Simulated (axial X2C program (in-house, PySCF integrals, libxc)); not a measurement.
# RhNa: from the state search to constants, part 2 of 2

Computed with an in-house X2C program for linear molecules on PySCF integrals; all-electron X2C, Rh dyall-cv3z, Na dyall-cv3z.

## 11. PBE0, 2c

State followed: Ω = 3 (excess of +ω over −ω: ω = 1/2, ω = 5/2). The scan is laid around 2.739 Å, a first estimate of the minimum, and this SCF restarts from the orbitals of the search.

The SCF at the reference distance of 2.739 Å:

```text
two-component X2C + atomic mean field  PBE0
basis functions 222  fitting functions 995  grid points 5084
iter        total energy     max residual
   1      -4943.243810344     3.21e+00
   2      -4943.803773631     1.26e-02
   3      -4943.795472171     2.69e-02
   4      -4943.807138185     2.54e-03
   5      -4943.807277369     9.96e-04
   6      -4943.807298009     3.14e-04
   7      -4943.807299456     4.18e-05
   8      -4943.807299545     2.71e-05
   9      -4943.807299604     1.73e-05
  10      -4943.807299656     5.48e-06
  11      -4943.807299662     9.11e-07
  12      -4943.807299662     6.29e-07
converged
one-electron -7011.88263244  Coulomb 2128.85936795  exact exchange -37.87033177  xc functional -116.10951334  nuclear repulsion 95.63443571  atomic mean-field constant -2.43862577
```

Along the bond, energies from the lowest point:

```tsv
R (Å)	E (eV)	μ (D)	HOMO (eV)	LUMO (eV)	iterations
2.383	0.2486	4.05	-4.45	-1.82	16
2.493	0.1039	4.21	-4.43	-1.73	14
2.575	0.0416	4.34	-4.40	-1.67	14
2.657	0.0087	4.46	-4.37	-1.62	13
2.739	0.0000	4.57	-4.34	-1.58	12
2.835	0.0124	4.70	-4.30	-1.55	13
2.931	0.0434	4.81	-4.27	-1.56	13
3.054	0.1032	4.95	-4.22	-1.62	13
3.205	0.1949	5.08	-4.16	-1.69	13
3.424	0.3460	5.18	-4.09	-1.81	14
3.725	0.5535	5.08	-4.03	-1.95	14
4.109	0.7771	4.62	-3.97	-2.08	13
```

Dipoles are positive if Na is the positive end.

Outer spinors at the reference distance:

```
   ω  occupied  ε (eV)              atomic character     λ mixture
 1/2       yes  -32.00                     100% Na p  76% π, 24% σ
-1/2       yes  -31.99                     100% Na p  69% π, 31% σ
-3/2       yes  -31.85                     100% Na p        100% π
 3/2       yes  -31.83                     100% Na p        100% π
-1/2       yes  -31.83                     100% Na p  69% σ, 31% π
 1/2       yes  -31.82                     100% Na p  76% σ, 24% π
 1/2       yes   -7.08                      99% Rh d   98% σ, 2% π
-3/2       yes   -7.03                     100% Rh d   99% δ, 1% π
 5/2       yes   -6.70                     100% Rh d        100% δ
-1/2       yes   -6.43                      99% Rh d   98% π, 2% σ
 3/2       yes   -6.28                      99% Rh d   96% π, 4% δ
 1/2       yes   -5.71                      98% Rh d   98% π, 2% σ
-3/2       yes   -5.42                      98% Rh d   99% π, 1% δ
 3/2       yes   -5.40                     100% Rh d   96% δ, 4% π
 1/2       yes   -4.50  59% Rh s, 29% Na s, 10% Na p        100% σ
-1/2       yes   -4.34  38% Rh s, 37% Na s, 15% Rh d        100% σ
-1/2        no   -1.58   70% Rh d, 18% Na s, 5% Rh p   99% σ, 1% π
 1/2        no   -1.46  38% Na s, 31% Na p, 24% Rh p        100% σ
-1/2        no   -1.38  41% Na p, 19% Rh s, 14% Rh p        100% σ
-5/2        no   -1.36                      99% Rh d        100% δ
```

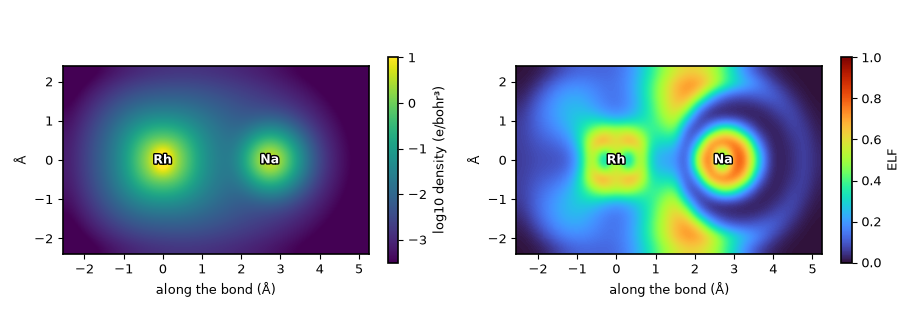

PBE0 fields in a plane through the axis, from a grid of 0.3 Å; Rh lies at z = 0 and Na at z = 2.739 Å; the ELF is damped to zero where the density is low.

Re = 2.735 Å, ωe = 199.3 cm⁻¹, ωexe = 0.727 cm⁻¹, Be = 0.1199 cm⁻¹, De = 1.23 eV, μ = 4.56 D.

## 12. HF, 2c

The SCF at the reference distance of 2.739 Å:

```text
two-component X2C + atomic mean field  HF
basis functions 222  fitting functions 995  grid points 5084
iter        total energy     max residual
   1      -4941.308781635     3.35e-01
   2      -4941.338658441     1.09e-02
   3      -4941.343012830     7.34e-03
   4      -4941.345323355     4.38e-03
   5      -4941.346416078     2.85e-03
   6      -4941.347294499     1.39e-03
   7      -4941.347543324     1.07e-03
   8      -4941.347771682     6.57e-04
   9      -4941.347947518     3.80e-04
  10      -4941.348003240     2.83e-04
  11      -4941.348021771     1.67e-04
  12      -4941.348025691     9.34e-05
  13      -4941.348027271     4.72e-05
  14      -4941.348028058     2.19e-05
  15      -4941.348028203     1.33e-05
  16      -4941.348028228     9.36e-06
  17      -4941.348028236     7.59e-06
  18      -4941.348028243     5.33e-06
  19      -4941.348028249     3.02e-06
  20      -4941.348028252     1.63e-06
  21      -4941.348028253     1.06e-06
converged
one-electron -7010.70847489  Coulomb 2127.78708795  exact exchange -151.62245125  xc functional 0.00000000  nuclear repulsion 95.63443571  atomic mean-field constant -2.43862577
```

Re = 3.067 Å, ωe = 115.0 cm⁻¹, ωexe = 1.48 cm⁻¹, Be = 0.0954 cm⁻¹, De = 0.234 eV, μ = 2.70 D.

## 13. PW91, 2c

The SCF at the reference distance of 2.739 Å:

```text
two-component X2C + atomic mean field  PW91
basis functions 222  fitting functions 995  grid points 5084
iter        total energy     max residual
   1      -4944.614044007     1.12e-01
   2      -4944.620288040     4.49e-03
   3      -4944.610561457     2.02e-02
   4      -4944.619727889     8.59e-03
   5      -4944.620645750     3.82e-03
   6      -4944.621106626     4.76e-04
   7      -4944.621116482     1.39e-04
   8      -4944.621116271     2.25e-04
   9      -4944.621117573     1.72e-05
  10      -4944.621117599     1.35e-05
  11      -4944.621117605     7.38e-06
  12      -4944.621117607     1.63e-06
converged
one-electron -7012.42325806  Coulomb 2129.39061406  exact exchange 0.00000000  xc functional -154.78428355  nuclear repulsion 95.63443571  atomic mean-field constant -2.43862577
```

Re = 2.691 Å, ωe = 211.3 cm⁻¹, ωexe = 0.747 cm⁻¹, Be = 0.1238 cm⁻¹, De = 1.64 eV, μ = 4.78 D.

## 14. TPSSh, 2c

Output at 2.739 Å:

```text
two-component X2C + atomic mean field  TPSSh
basis functions 222  fitting functions 995  grid points 5084
iter        total energy     max residual
   1      -4944.058329595     1.14e-01
   2      -4944.059611297     5.18e-03
   3      -4944.058400248     9.76e-03
   4      -4944.059726367     3.32e-03
   5      -4944.059943192     1.27e-03
   6      -4944.059978845     7.61e-04
   7      -4944.059995944     3.32e-04
   8      -4944.060002795     1.25e-04
   9      -4944.060003392     1.66e-05
  10      -4944.060003464     1.07e-05
  11      -4944.060003473     3.53e-06
  12      -4944.060003474     7.31e-07
converged
one-electron -7011.75014556  Coulomb 2128.71565736  exact exchange -15.14583349  xc functional -139.07549172  nuclear repulsion 95.63443571  atomic mean-field constant -2.43862577
```

Re = 2.726 Å, ωe = 202.3 cm⁻¹, Be = 0.1207 cm⁻¹, De = 1.37 eV, μ = 4.72 D.

## 15. M06, 2c

The SCF at the reference distance of 2.739 Å:

```text
two-component X2C + atomic mean field  M06
basis functions 222  fitting functions 995  grid points 5084
iter        total energy     max residual
   1      -4944.274565328     1.84e-01
   2      -4944.282552217     6.73e-03
   3      -4944.281448826     1.14e-02
   4      -4944.283935459     9.58e-04
   5      -4944.283960550     6.24e-04
   6      -4944.283970869     3.36e-04
   7      -4944.283981516     1.67e-04
   8      -4944.283987148     1.18e-04
   9      -4944.283990458     1.01e-04
  10      -4944.283992946     4.85e-05
  11      -4944.283993755     1.52e-05
  12      -4944.283993811     1.19e-05
  13      -4944.283993827     7.96e-06
  14      -4944.283993835     5.30e-06
  15      -4944.283993839     1.96e-06
  16      -4944.283993840     5.11e-07
converged
one-electron -7011.50447314  Coulomb 2128.49577969  exact exchange -40.90424224  xc functional -113.56686809  nuclear repulsion 95.63443571  atomic mean-field constant -2.43862577
```

Re = 2.754 Å, ωe = 194.9 cm⁻¹, ωexe = 0.706 cm⁻¹, Be = 0.1183 cm⁻¹, De = 1.73 eV, μ = 6.27 D.

## 16. MP2 and beyond, 2c

Correlated methods: 18 electrons correlated (frozen shells, counted by type: Rh 4 s, 3 p, 1 d; Na 1 s), 302 virtual spinors in MP2, 140 natural virtuals in coupled cluster.

Output of the correlated part at 2.739 Å:

```text
correlated 18  virtual 302  natural virtual 140  E(MP2) -0.566415762  MP2 remainder -0.020697375
iter   CCSD correlation   residual
   1     -0.534661962   1.40e-01
   2     -0.544170710   7.07e-02
   3     -0.548045284   4.59e-02
   4     -0.548370855   2.19e-02
   5     -0.548942054   9.48e-03
   6     -0.549154884   4.18e-03
   7     -0.549138978   2.41e-03
   8     -0.549185494   1.48e-03
   9     -0.549159328   8.65e-04
  10     -0.549178068   4.93e-04
  11     -0.549176401   2.20e-04
  12     -0.549179515   1.06e-04
  13     -0.549179602   5.52e-05
  14     -0.549179550   2.92e-05
  15     -0.549179799   1.68e-05
  16     -0.549179897   9.67e-06
  17     -0.549180021   6.42e-06
  18     -0.549180131   4.44e-06
  19     -0.549180111   2.81e-06
(T) -0.017839488  T1 0.0651  D1 0.2617  max T2 0.092
```

MP2: No constants are quoted: the reference is strongly spin-contaminated.

CCSD: Re = 2.724 Å, ωe = 209.3 cm⁻¹, ωexe = 1.06 cm⁻¹, Be = 0.1209 cm⁻¹, De = 1.21 eV. T1 at Re = 0.046 (Lee–Taylor, the printed value over √2).

CCSD(T): Re = 2.704 Å, ωe = 215.3 cm⁻¹, ωexe = 0.906 cm⁻¹, Be = 0.1227 cm⁻¹, De = 1.29 eV. T1 at Re = 0.046 (Lee–Taylor, the printed value over √2).

## 17. A higher determinant, 2c

State: Ω = 4 (excess of +ω over −ω: ω = 3/2, ω = 5/2).

Output at the reference distance:

```text
two-component X2C + atomic mean field  PBE0
basis functions 222  fitting functions 995  grid points 5084
iter        total energy     max residual
   1      -4943.225046070     3.22e+00
   2      -4943.797563477     1.09e-02
   3      -4943.794478751     1.89e-02
   4      -4943.800255882     1.58e-03
   5      -4943.800313998     7.03e-04
   6      -4943.800323224     3.03e-04
   7      -4943.800324737     4.46e-05
   8      -4943.800324776     7.77e-06
   9      -4943.800324779     3.24e-06
  10      -4943.800324780     1.97e-06
converged
one-electron -7011.04995652  Coulomb 2128.00288631  exact exchange -37.86678785  xc functional -116.08227666  nuclear repulsion 95.63443571  atomic mean-field constant -2.43862577
```

```tsv
R (Å)	E above the lowest PBE0 point (eV)
2.383	0.475
2.493	0.316
2.575	0.245
2.657	0.205
2.739	0.190
2.835	0.196
2.931	0.222
3.054	0.276
3.205	0.363
```

Re = 2.761 Å, ωe = 196.9 cm⁻¹, ωexe = 0.725 cm⁻¹, Be = 0.1177 cm⁻¹, μ = 4.64 D. Te = 0.19 eV.

State: Ω = 1 (excess of +ω over −ω: ω = -1/2, ω = 3/2).

Output at the reference distance:

```text
two-component X2C + atomic mean field  PBE0
basis functions 222  fitting functions 995  grid points 5084
iter        total energy     max residual
   1      -4943.234926483     3.21e+00
   2      -4943.794430700     1.27e-02
   3      -4943.785727669     2.73e-02
   4      -4943.797827945     2.60e-03
   5      -4943.797973894     1.01e-03
   6      -4943.797995105     3.13e-04
   7      -4943.797996520     4.11e-05
   8      -4943.797996605     2.63e-05
   9      -4943.797996659     1.72e-05
  10      -4943.797996711     6.22e-06
  11      -4943.797996718     2.15e-06
  12      -4943.797996719     1.73e-06
converged
one-electron -7011.85798532  Coulomb 2128.84095750  exact exchange -37.86959915  xc functional -116.10717969  nuclear repulsion 95.63443571  atomic mean-field constant -2.43862577
```

```tsv
R (Å)	E above the lowest PBE0 point (eV)
2.383	0.502
2.493	0.357
2.575	0.295
2.657	0.262
2.739	0.253
2.835	0.266
2.931	0.297
3.054	0.357
3.205	0.449
```

Re = 2.735 Å, ωe = 199.7 cm⁻¹, ωexe = 0.719 cm⁻¹, Be = 0.1199 cm⁻¹, μ = 4.60 D. Te = 0.25 eV.

## 18. The 2c curves together

Energy (eV) of the followed determinant, 2c, from each level's lowest point:

```tsv
R (Å)	PBE0	HF	MP2 (spin-contaminated)	CCSD	CCSD(T)	PW91	TPSSh	M06
2.383	0.249	0.491	0.203	n/a	n/a	0.206	0.241	0.269
2.493	0.104	0.303	0.073	0.095	0.082	0.074	0.098	0.117
2.575	0.042	0.201	0.022	0.038	0.028	0.022	0.038	0.051
2.657	0.009	0.126	0.000	0.007	0.002	0.000	0.007	0.013
2.739	0.000	0.073	0.002	0.000	0.000	0.002	0.000	0.000
2.835	0.012	0.032	0.028	0.017	0.023	0.026	0.015	0.008
2.931	0.043	0.010	0.073	0.054	0.067	0.068	0.048	0.034
3.054	0.103	0.000	0.148	0.124	0.145	0.141	0.112	0.089
3.205	0.195	0.007	0.254	n/a	n/a	0.247	0.207	0.174
3.424	0.346	0.038	0.414	n/a	n/a	0.418	0.365	0.320
3.725	0.554	0.090	0.606	n/a	n/a	0.651	0.585	0.535
4.109	0.777	0.147	0.783	n/a	n/a	0.912	0.826	0.806
```

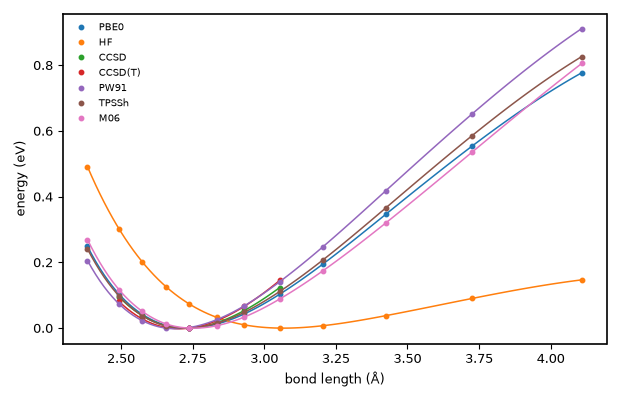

Curves of the followed state, 2c, each from its own lowest point. Left out: MP2.

The whole job took 11 min on 2 threads of Arm Neoverse V1, shared host.

## 19. Constants

The summary covers parts 1 to 2.

Lowest determinant that the search found at its distance, spin-free: M_S = 1, Λ = 2 (beyond closed shells: σα, δ+α, δ+β, δ-α).

Lowest determinant that the search found at its distance, 2c: Ω = 3 (excess of +ω over −ω: ω = 1/2, ω = 5/2).

| Hamiltonian | level | Re (Å) | ωe (cm⁻¹) | De (eV) | μ (D) |
| --- | --- | --- | --- | --- | --- |
| spin-free | PBE0 | 2.734 | 199.5 | 1.24 | 4.57 |
| spin-free | HF | 3.068 | 114.9 | 0.234 | 2.70 |
| spin-free | CCSD | 2.724 | 210.5 | 1.21 | n/a |
| spin-free | CCSD(T) | 2.705 | 217.4 | 1.29 | n/a |
| spin-free | PW91 | 2.690 | 211.6 | 1.64 | 4.79 |
| spin-free | TPSSh | 2.725 | 202.5 | 1.34 | 4.73 |
| spin-free | M06 | 2.753 | 194.8 | 1.74 | 6.27 |
| 2c | PBE0 | 2.735 | 199.3 | 1.23 | 4.56 |
| 2c | HF | 3.067 | 115.0 | 0.234 | 2.70 |
| 2c | CCSD | 2.724 | 209.3 | 1.21 | n/a |
| 2c | CCSD(T) | 2.704 | 215.3 | 1.29 | n/a |
| 2c | PW91 | 2.691 | 211.3 | 1.64 | 4.78 |
| 2c | TPSSh | 2.726 | 202.3 | 1.37 | 4.72 |
| 2c | M06 | 2.754 | 194.9 | 1.73 | 6.27 |

Dipoles are positive if Na is the positive end. No constants: spin-free MP2 (the reference is strongly spin-contaminated); 2c MP2 (the reference is strongly spin-contaminated). Spin-free ⟨S²⟩ is off its pure value at HF 2.46.

Time per point (s) on 2 threads of Arm Neoverse V1, shared host (2c runs; CCSD comes with the CCSD(T) run); the times are rough: PBE0 0.7, HF 0.55, CCSD(T) 34, PW91 0.48, TPSSh 1.2, M06 1.3.

What this shows: At CCSD(T), going from spin-free to two-component changes Re by 0 mÅ, ωe by -1.0 %; the spin-free picture holds up (part of it comes from the scalar share of the two-electron terms). De moves by 0.00 eV; both De rest on single-determinant atoms, which can miss part of an open shell's spin–orbit lowering.

De refers to Rh + Na, each in the lowest determinant found, which need not be this curve's own limit. Each curve is one determinant whose occupation by symmetry is held fixed; it was picked as the lowest of a PBE0 search that is not exhaustive. De is counted from the lowest determinant-based energies of the atoms at the same level, without counterpoise correction. Density functionals use the spin component along the axis (collinear). Coupled cluster ran in a truncated set of natural virtual spinors; the MP2 energy of the rest was added. The meta-GGAs lack a current-density term, which matters for open shells with orbital currents, atoms included. With several unpaired electrons one determinant need not be a pure state. The spin-free determinant is spin-contaminated at some levels. T1 at Re is 0.046 (Lee–Taylor), above the customary mark of 0.02.
